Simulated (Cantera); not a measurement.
A closed system holds: 1 mol Si(CH3)4, 0.72 mol C2H2, a varied amount of H2, held at 2598 K and 1.00 bar.

Method: chemical equilibrium by Gibbs-energy minimisation in Cantera with the NASA 1993 tables (ideal gas, pure condensed phases). Candidate condensed phases: C, C6H6, C7H8, C8H18, Si, SiC; 87 gas species. Gases not in the tables: Si2H6 and higher silanes. Equilibrium is a limit: real reactors are often held back by kinetics, nucleation or transport.

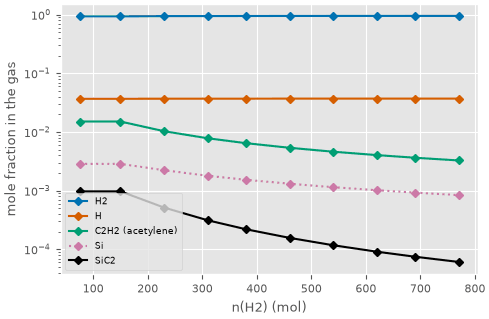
Figure: Equilibrium gas composition (values under 1e-9 drawn at 1e-9)

Q: Read off the mole fractions at 690 mol H2.

A: H2 about 0.96, H about 0.037, C2H2 (acetylene) about 0.0037, Si about 0.00093, SiC2 about 7.5e-5.
